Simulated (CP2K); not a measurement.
# CH4OSSi (SMILES O=C[SiH2]S) at PM6

Aim: the energy difference between two shapes of CH4OSSi at PM6, from 2 runs. 

The calculation is run with CP2K 2026.2.

3 further runs of the same task are left out: 3 set aside as unsound or not needed.

### Step 1. The structure to begin with

CH4OSSi: 8 atoms, total charge 0, spin state singlet. As SMILES, `O=C[SiH2]S`. The coordinates come from a GFN2-xTB relaxation. This is one conformer, not always the lowest.

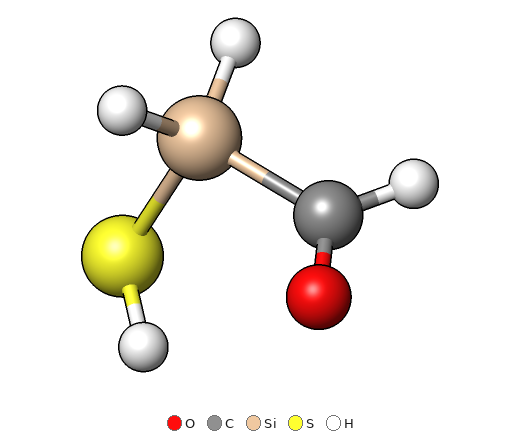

Viewed from a chosen angle; oxygen red, carbon grey, silicon light orange, sulfur yellow, hydrogen white.

### Step 2. A single-point energy at PM6

run.inp

```
&FORCE_EVAL
    METHOD QUICKSTEP
    &DFT
        ! Quickstep
        &QS
            METHOD PM6
            EPS_DEFAULT 1.0E-10
            &SE
                &COULOMB
                    CUTOFF [angstrom] 50
                    RC_RANGE [angstrom] 0
                &END COULOMB
                &EXCHANGE
                    CUTOFF [angstrom] 50
                    RC_RANGE [angstrom] 0
                &END EXCHANGE
            &END SE
        &END QS
        ! cluster boundary conditions
        &POISSON
            PERIODIC NONE
            POISSON_SOLVER ANALYTIC
        &END POISSON
        ! self-consistent field
        &SCF
            SCF_GUESS ATOMIC
            EPS_SCF 1.0E-06
            MAX_SCF 30
            &OT
                MINIMIZER DIIS
                PRECONDITIONER FULL_ALL
            &END OT
            &OUTER_SCF
                EPS_SCF 1.0E-06
                MAX_SCF 10
            &END OUTER_SCF
        &END SCF
        &PRINT
            &MOMENTS
                PERIODIC F
                REFERENCE COM
                MAX_MOMENT 1
            &END MOMENTS
            &MO_CUBES
                NLUMO 3
                NHOMO -1
                WRITE_CUBE F
            &END MO_CUBES
            &HIRSHFELD OFF
            &END HIRSHFELD
        &END PRINT
    &END DFT
    ! structure
    &SUBSYS
        &CELL
            ABC 12.9 13.6 13.4
            PERIODIC NONE
        &END CELL
        &COORD
            O     -0.677330    -0.166580    -1.887700
            C     -0.460670     0.625840    -1.006870
            Si     0.656060     0.195410     0.498960
            S     -0.389810    -1.350040     1.553910
            H     -0.931710     1.629150    -1.050870
            H      0.738220     1.329080     1.403290
            H      1.933900    -0.306130     0.012920
            H     -0.868660    -1.956740     0.476350
        &END COORD
        &TOPOLOGY
            &CENTER_COORDINATES
            &END CENTER_COORDINATES
        &END TOPOLOGY
    &END SUBSYS
&END FORCE_EVAL

&GLOBAL
    PROJECT_NAME run
    RUN_TYPE ENERGY
    PRINT_LEVEL MEDIUM
&END GLOBAL
```

Run with:

```
$ OMP_NUM_THREADS=1 cp2k.psmp -i run.inp -o run.out
```

Standard output:

```text
CP2K| version string:                                       CP2K version 2026.2
[...]
 GLOBAL| Method name                                                        CP2K
[...]
 GLOBAL| Run type                                                         ENERGY
[...]
                             - Atoms:                                          8
[...]
                             - Spherical basis functions:                     30
[...]
 Number of electrons:                                                         24
[...]
     1 OT DIIS     0.15E+00    0.0     0.29515283       -22.0654994177 -2.21E+01
[...]
    11 OT DIIS     0.15E+00    0.0     0.00000069       -26.2874735342 -1.49E-10
  *** SCF run converged in    11 steps ***
  Core-core repulsion energy [eV]:                           1207.90299057989978
  Core Hamiltonian energy [eV]:                             -1136.79597644460478
  Two-electron integral energy [eV]:                        -1572.85109418849061
  Electronic energy [eV]:                                   -1923.22152353885008
  Total energy [eV]:                                         -715.31853295895041
  Atomic reference energy [eV]:                               714.09816736586617
  Heat of formation [kcal/mol]:                               -28.14230136143118
[...]
 SE_DIPOLE| Moment [Debye]         -1.28237538      -2.03232633      -0.88281609
 SE_DIPOLE| Derivative [a.u.]       0.00000000       0.00000000       0.00000000
 *** WARNING in qs_scf_post_se.F:140 :: Printing of MO cube files not ***
 *** implemented for Semi-Empirical method.                           ***
 ENERGY| Total FORCE_EVAL ( QS ) energy [hartree]            -26.287473534228283
[...]
```

Wall time 0.44 s (1 thread of Arm Neoverse V2, shared host).

### Step 3. The distorted shape

gas.inp

```
&GLOBAL
 PROJECT_NAME gas
 RUN_TYPE ENERGY
 PRINT_LEVEL MEDIUM
&END GLOBAL
&FORCE_EVAL
 METHOD QS
 &DFT
  CHARGE 0
  MULTIPLICITY 1
  &QS
   METHOD PM6
   EPS_DEFAULT 1.0E-10
   &SE
    &COULOMB
     CUTOFF [angstrom] 50
     RC_RANGE [angstrom] 0
    &END COULOMB
    &EXCHANGE
     CUTOFF [angstrom] 50
     RC_RANGE [angstrom] 0
    &END EXCHANGE
   &END SE
  &END QS
  &POISSON
   PERIODIC NONE
   POISSON_SOLVER ANALYTIC
  &END POISSON
  &SCF
   SCF_GUESS ATOMIC
   EPS_SCF 1.0E-06
   MAX_SCF 30
   &OT ON
    MINIMIZER DIIS
    PRECONDITIONER FULL_ALL
   &END OT
   &OUTER_SCF
    EPS_SCF 1.0E-06
    MAX_SCF 10
   &END OUTER_SCF
  &END SCF
  &PRINT
   &MOMENTS
    PERIODIC F
    REFERENCE COM
    MAX_MOMENT 1
   &END MOMENTS
   &MO_CUBES
    NLUMO 3
    NHOMO -1
    WRITE_CUBE F
   &END MO_CUBES
   &HIRSHFELD OFF
   &END HIRSHFELD
  &END PRINT
 &END DFT
 &SUBSYS
  &CELL
   ABC [angstrom] 12.7 13.6 13.5
   PERIODIC NONE
  &END CELL
  &COORD
   O     -0.654755    -0.168926    -1.958554
   C     -0.427278     0.576693    -1.048395
   Si     0.628089     0.121224     0.497416
   S     -0.381132    -1.481038     1.421275
   H     -0.944078     1.796445    -0.963764
   H      0.797921     1.246309     1.513108
   H      1.791723    -0.279537    -0.075616
   H     -0.947534    -1.837221     0.451987
  &END COORD
  &TOPOLOGY
   &CENTER_COORDINATES
   &END CENTER_COORDINATES
  &END TOPOLOGY
 &END SUBSYS
&END FORCE_EVAL
```

Run with:

```
$ OMP_NUM_THREADS=1 cp2k.psmp gas.inp > gas.out
```

Standard output:

```text
CP2K| version string:                                       CP2K version 2026.2
[...]
 GLOBAL| Method name                                                        CP2K
[...]
 GLOBAL| Run type                                                         ENERGY
[...]
                             - Atoms:                                          8
[...]
                             - Spherical basis functions:                     30
[...]
 Number of electrons:                                                         24
[...]
     1 OT DIIS     0.15E+00    0.0     0.29840794       -22.1089419614 -2.21E+01
[...]
     9 OT DIIS     0.15E+00    0.0     0.00000047       -26.2453150686 -1.49E-10
  *** SCF run converged in     9 steps ***
  Core-core repulsion energy [eV]:                           1208.20944946229201
  Core Hamiltonian energy [eV]:                             -1134.88943507306499
  Two-electron integral energy [eV]:                        -1574.98271431546164
  Electronic energy [eV]:                                   -1922.38079223079581
  Total energy [eV]:                                         -714.17134276850368
  Atomic reference energy [eV]:                               714.09816736586617
  Heat of formation [kcal/mol]:                                -1.68746500633827
[...]
 SE_DIPOLE| Moment [Debye]         -1.03882586      -2.05802150      -1.48823502
 SE_DIPOLE| Derivative [a.u.]       0.00000000       0.00000000       0.00000000
 *** WARNING in qs_scf_post_se.F:140 :: Printing of MO cube files not ***
 *** implemented for Semi-Empirical method.                           ***
 ENERGY| Total FORCE_EVAL ( QS ) energy [hartree]            -26.245315068620872
[...]
```

It took 0.42 s on 1 thread of Arm Neoverse V2, shared host.

### Step 4. Summary of results

Level: PM6.

| quantity | value |
| --- | --- |
| first shape: total energy | -26.28747 Eh |
| first shape: dipole moment | 2.56 D |
| first shape: heat of formation | -28.1 kcal/mol |
| distorted shape: total energy | -26.24532 Eh |
| distorted shape: dipole moment | 2.74 D |
| distorted shape: heat of formation | -1.7 kcal/mol |
| energy change with the atoms displaced | 1.147 eV |

**Reading.** With the atoms displaced the energy rises by 1.15 eV (26 kcal/mol). The first shape isn't relaxed at this level, so the change isn't measured from a minimum.
